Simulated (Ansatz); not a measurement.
These are PBE (plane waves to 420 eV, PAW; Ansatz, an electronic-structure program) values and carry that method's errors.

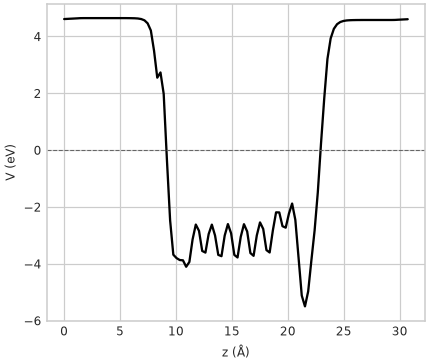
Figure. Plane-averaged electrostatic potential energy along the normal, in eV from the Fermi level, for the (100) surface of germanium, 1 pair of surface atoms bonded, Ga on one of 2 atoms of the third shell, no caps (bottom of the slab: built like the top, H on every dangling bond, free)

Model: 22-atom slab, 14.8 Å thick at the start with caps and adatoms, 4x7x1 mesh, Fermi-Dirac 0.025 eV, dipole correction, 4 atoms held, the rest relaxed; start symmetry kept, larger cells not searched; spin-polarised, no spin-orbit, no U. The slab shows no gap on its mesh. The starting moment vanished. It is one candidate, not shown to be the stable structure of the face.

The vacuum level lies 4.58 eV above the Fermi level over the top face and 4.64 eV above it under the bottom face.
